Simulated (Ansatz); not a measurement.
Consider CsSnI3 in the cubic perovskite structure (space group Pm-3m, No. 221; a = 6.130 Å).

Structures relaxed with PBEsol (Ansatz, an electronic-structure program; PAW; 420 eV plane waves; no spin-orbit coupling).

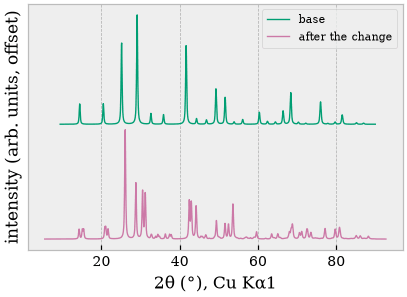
Figure: Simulated powder patterns before (top) and after one change

Problem. Which change produced these results?
(A) x(Te) = 0.667, 10 atoms, Imma
(B) x(Te) = 0.833, 10 atoms, P4/mmm
(C) x(Te) = 0.5, 10 atoms, Cmmm (arrangement A)

Solution. C, x(Te) = 0.5, 10 atoms, Cmmm (arrangement A). Its volume per atom is 41.60 Å³ against 46.08 Å³, and its space group is Cmmm (No. 65).

These are small ordered cells, not random alloys; other orderings at the same x differ. Whether these cells are dynamically stable was not tested. The final runs are not spin-polarised. An odd electron count without spin: Cs2Sn2Te3I3 and Cs2Sn2Te5I. Many cubic perovskites are stable only at high temperature; tilts and polar distortions were not tested.
